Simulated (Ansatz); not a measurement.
# P2H2 (phosphanylidenephosphane) at PBE/STO-3G

What is the energy change on altering one bond length of P2H2 (phosphanylidenephosphane) at PBE/STO-3G? 

The results are computed with Ansatz 0.2.0.

34 further runs of the same task are left out: 34 set aside as unsound or not needed.

## (1) The structure to begin with

The species is P2H2 (4 atoms), meant as a singlet with charge 0. As SMILES, `[H]/P=P/[H]`. The coordinates come from a GFN2-xTB relaxation.

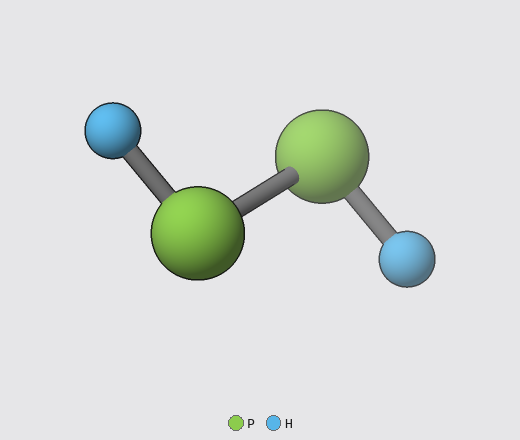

Viewed from a chosen angle; phosphorus green, hydrogen blue.

## (2) A single-point energy at PBE/STO-3G

File run.yaml:

```yaml
crystal:
  periodic: [false, false, false]
  atoms:
    - {symbol: P, position_ang: [-0.024370, -1.003630, 0.088350]}
    - {symbol: P, position_ang: [0.024420, 1.003540, -0.088260]}
    - {symbol: H, position_ang: [1.037260, -1.067570, 1.003320]}
    - {symbol: H, position_ang: [-1.037310, 1.067660, -1.003410]}
basis:
  gaussian: {orbitals: STO-3G}
hamiltonian: {xc: {name: PBE}}
accuracy: high
```

The run is started by

```console
$ ansatz run run.yaml --threads 1 --pin off --max-ram 2610MiB --events-out events.jsonl --progress --plain --runs-dir runs
```

Log:

```text
Warning: RAYON_NUM_THREADS=1 ignored (pool sized by the plan → 1); use --threads N
Functional definition: PBE
  name "PBE"
  parameter kappa = 0.804
  parameter beta = 0.06672455060314922
  exchange = pbe_x(kappa = kappa, mu = beta*pi^2/3)
  correlation = pbe_c(beta = beta)
346 factors; integrals over basis functions are off by at most 4.4e-9 eV
mean field evaluation 1: about -18388.8417 eV, gradient 7.9e0 eV
mean field evaluation 2: about -18388.9892 eV, gradient 4.6e0 eV
mean field evaluation 4: about -18389.0826 eV, gradient 4.7e-2 eV
mean field evaluation 8: about -18389.0515 eV, gradient 4.5e-4 eV
mean field evaluation 16: about -18389.0515 eV, gradient 2.5e-9 eV
mean field -18389.05150046 eV, -675.7851780951 hartree, gradient 2.5e-9 eV, S^2 0.000000; 0 other end points of the search recorded, 0 dependent functions left out
reference -18389.05150201 eV, -675.7851781523 hartree; 16, 16 occupied and 4, 4 virtual orbitals, 346 factors
Total energy: -18389.05150201 eV, -675.7851781523 hartree
```

Wall time 0.83 s (1 thread of Arm Neoverse V2, shared host).

## (3) The distorted shape

File in.yaml:

```yaml
crystal:
  periodic: [false, false, false]
  atoms:
    - {symbol: P, position_ang: [0.241092, -1.019662, 0.317163]}
    - {symbol: P, position_ang: [0.289882, 0.987508, 0.140553]}
    - {symbol: H, position_ang: [1.302722, -1.083602, 1.232133]}
    - {symbol: H, position_ang: [-1.037310, 1.067660, -1.003410]}
basis:
  gaussian:
    orbitals: STO-3G
hamiltonian:
  xc: {name: PBE}
accuracy: high
```

The run is started by

```console
$ ansatz run in.yaml --threads 1 --pin off --max-ram 2610MiB --events-out events.jsonl --progress --plain --runs-dir runs
```

Log:

```text
Warning: RAYON_NUM_THREADS=1 ignored (pool sized by the plan → 1); use --threads N
Functional definition: PBE
  name "PBE"
  parameter kappa = 0.804
  parameter beta = 0.06672455060314922
  exchange = pbe_x(kappa = kappa, mu = beta*pi^2/3)
  correlation = pbe_c(beta = beta)
345 factors; integrals over basis functions are off by at most 5.1e-9 eV
mean field evaluation 1: about -18387.6918 eV, gradient 1.1e1 eV
mean field evaluation 2: about -18386.4940 eV, gradient 2.0e1 eV
mean field evaluation 4: about -18388.2542 eV, gradient 2.0e0 eV
mean field evaluation 8: about -18388.2309 eV, gradient 1.4e-2 eV
mean field evaluation 16: about -18388.2309 eV, gradient 3.3e-8 eV
mean field -18388.23090133 eV, -675.7550216332 hartree, gradient 3.3e-8 eV, S^2 0.000000; 0 other end points of the search recorded, 0 dependent functions left out
reference -18388.23090292 eV, -675.7550216916 hartree; 16, 16 occupied and 4, 4 virtual orbitals, 345 factors
Total energy: -18388.23090292 eV, -675.7550216916 hartree
```

Run time: 0.83 s. Hardware: 1 thread of Arm Neoverse V2, shared host.

## (4) Outcome

Level: PBE/STO-3G.

| quantity | value |
| --- | --- |
| first shape: total energy | -675.78518 Eh |
| distorted shape: total energy | -675.75502 Eh |
| energy change with the P2–H4 bond stretched from 1.403 to 1.754 Å | 0.821 eV |

What this shows: With the P2–H4 bond stretched from 1.403 to 1.754 Å the energy rises by 0.82 eV (18.9 kcal/mol). The first shape isn't relaxed at this level, so the change isn't measured from a minimum. The minimal basis adds a large error of its own.
